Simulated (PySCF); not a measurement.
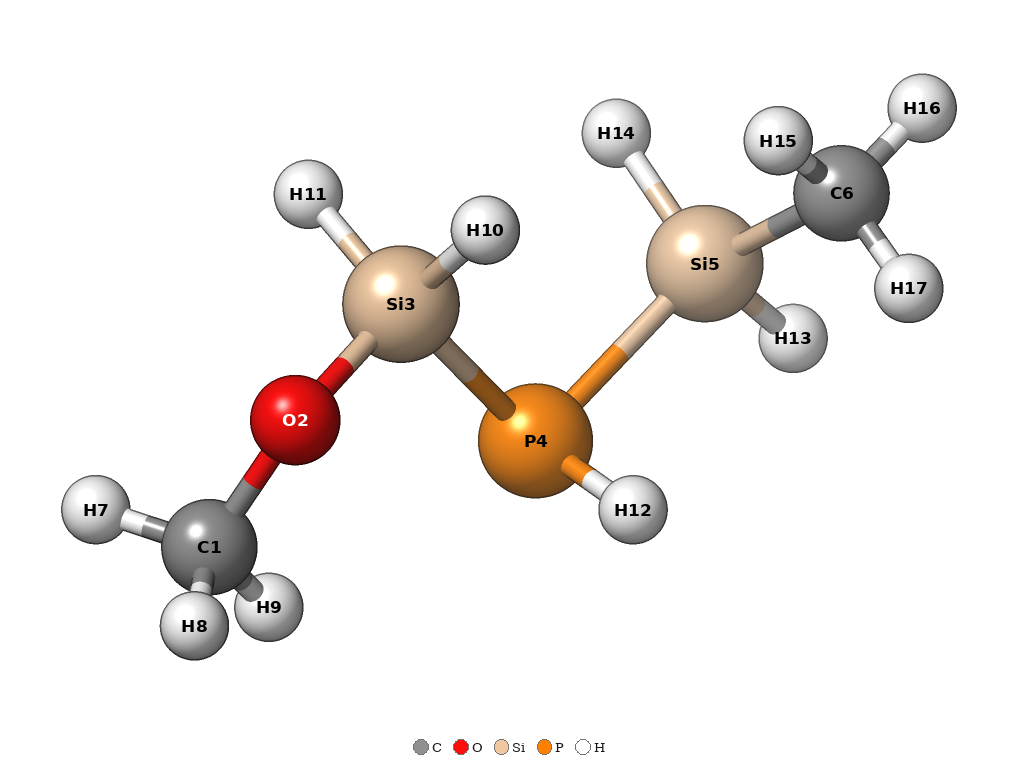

The computed structure is the end point of a GFN2-xTB optimisation. No frequency run is at hand to confirm it as a minimum. Electric field gradients from the ground-state density, PBE0/pcSseg-1 (PySCF 2.14.0), non-relativistic apart from any core potentials.

Give the largest field-gradient component, the quadrupole coupling constant and the asymmetry for 17O at O2 (Q = −25.6 mb).

| atom | V_zz (a.u.) | e²qQ/h (MHz) | η |
| --- | --- | --- | --- |
| O2 | 1.713 | −10.30 | 0.37 |

The geometry is semi-empirical. Around P, Si such bond lengths and angles can be off by a tenth of an ångström or more and by several degrees, and values that hang on the shape move with them.
